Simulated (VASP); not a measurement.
Here is the system:

```yaml
crystal:
  lattice:
    - [4.23558, 0.00000, 0.00000]
    - [0.00000, 4.23558, 0.00000]
    - [0.00000, 0.00000, 4.23558]
  atoms:
    - { symbol: Ba, position: [0.00000, 0.00000, 0.00000] }
    - { symbol: Hf, position: [0.50000, 0.50000, 0.50000] }
    - { symbol: O, position: [0.50000, 0.00000, 0.50000] }
    - { symbol: O, position: [0.00000, 0.50000, 0.50000] }
    - { symbol: O, position: [0.50000, 0.50000, 0.00000] }
```

The numbers are results of RPBE GGA, VASP's PBE PAW potentials (set 64) (plane waves; VASP), not measurements. Settings: 520 eV cut-off, 6×6×6 Γ-centred mesh, tetrahedra with Blöchl corrections, potentials Ba_sv Hf_pv O.

Unless said otherwise, spin-orbit coupling is left out, though it shifts the bands of the heavy elements here.

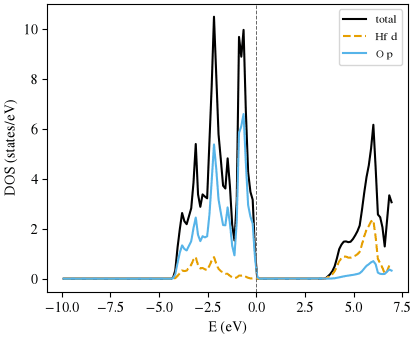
Figure: Total and projected density of states, zero at the valence-band maximum

Within 2 eV below the valence-band maximum the largest weight inside VASP's projection spheres is O p.

The gap is indirect, 3.56 eV, from the valence maximum at R to the conduction minimum at Γ.

The compound is BaHfO3 in the cubic perovskite structure. It was relaxed first.
